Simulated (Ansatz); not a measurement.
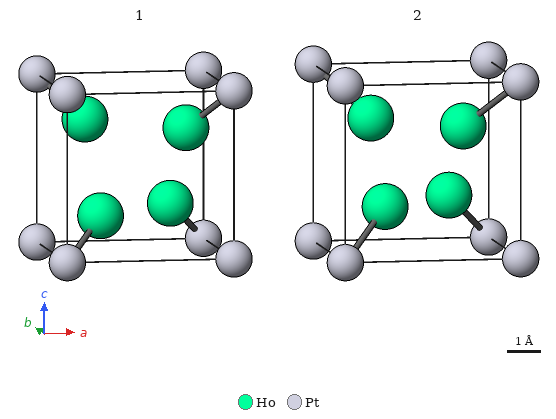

Two geometries of solid Ho4Pt (a generated structure, set up in P-43m) (coarse preliminary run), drawn at one scale. One is the start of a relaxation, the other its converged end. Style: ball-and-stick. Shown: the cell of the calculation, slightly off an axis.

All numbers below come from DFT PBE, scalar-relativistic, plane waves, PAW; 4f electrons in the core of a trivalent norm-conserving potential in Ansatz. (plane-wave cutoff 690 eV; k-point mesh 4 × 4 × 4; occupations gaussian; smearing width 0.1 eV; no spin polarisation; cell and atoms relaxed; force threshold 0.04 eV/Å; at most 70 steps)

> Which one is relaxed?

Structure 2 is the relaxed one. The largest moves relative to the cell, 0.32 Å, are those of Ho atoms. Pt stays in place. The volume changes by +16.5 %, with a = b = c 5.206 → 5.477 Å (+5.2 %). Some distances before and after: Ho–Ho 3.590 → 4.295 Å, Ho–Pt 2.198 → 2.630 Å, Ho–Ho 3.773 → 3.451 Å. The space group stays P-43m (No. 215). The energy falls by 6.681 eV per cell of the calculation in 4 accepted moves (6 points after the start). The largest force component goes from 5.7 to 0.012 eV/Å. Pressure: 31.66 GPa at the start and 0.00 GPa at the end. The line search rejected the trial step at point 3 of the run. At 1 point the geometry stayed and the basis and grid were re-selected for the new cell (energy shift of 5.7 meV per cell of the calculation at most each time).
